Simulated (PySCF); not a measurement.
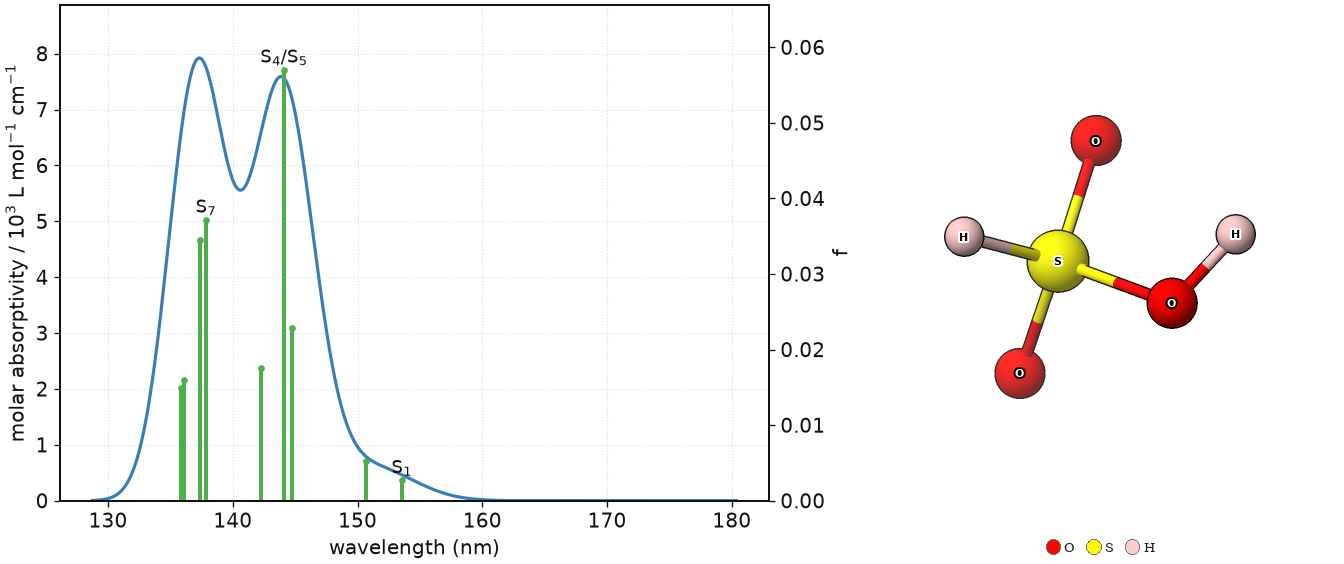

Computed absorption of H₂SO₃, SMILES O=[SH](=O)O. Vertical TDDFT excitations, PBE0/def2-SVPD, PySCF, at a PBE0-D3(BJ)/def2-SVP geometry (no frequency check), gas phase. Only the first 10 singlet excitations are included; each is broadened by a Gaussian of 1/e half-width 0.20 eV. Sticks give oscillator strengths (right axis). States within 0.01 eV of each other are merged, with their strengths summed. The highest state may be half of a pair whose partner wasn't computed.

Q: Which of the computed transitions is the brightest, and what character does the calculation give it?

A: S4/S5 at 8.60 eV (144 nm), f = 0.057, mainly HOMO−1 → LUMO/LUMO+1 (S3 lies within 0.06 eV, too close to order).

Q: Where is the lowest singlet, and is it bright?

A: S1 lies at 8.07 eV (154 nm) with f = 0.003, mainly HOMO → LUMO (94 %); it is dark or nearly so.

Q: List the transitions behind the spectrum.

A:
| state | E (eV) | λ (nm) | f | main character |
| --- | --- | --- | --- | --- |
| S1 | 8.07 | 154 | 0.003 | HOMO → LUMO (94 %) |
| S2 | 8.23 | 151 | 0.005 | HOMO → LUMO+1 (91 %) |
| S3 | 8.57 | 145 | 0.023 | HOMO−1 → LUMO (42 %) |
| S4/S5 | 8.60 | 144 | 0.057 | HOMO−1 → LUMO/LUMO+1 |
| S6 | 8.72 | 142 | 0.018 | HOMO−2 → LUMO+1 (44 %) |
| S7 | 8.99 | 138 | 0.037 | HOMO−1 → LUMO+2 (33 %) |
| S8 | 9.02 | 137 | 0.034 | HOMO−1 → LUMO+2 (22 %) |
| S9 | 9.11 | 136 | 0.016 | HOMO−2 → LUMO+2 (36 %) |
| S10 | 9.13 | 136 | 0.015 | HOMO−3 → LUMO (83 %) |

Known limits of this run: core orbitals are frozen in the response.
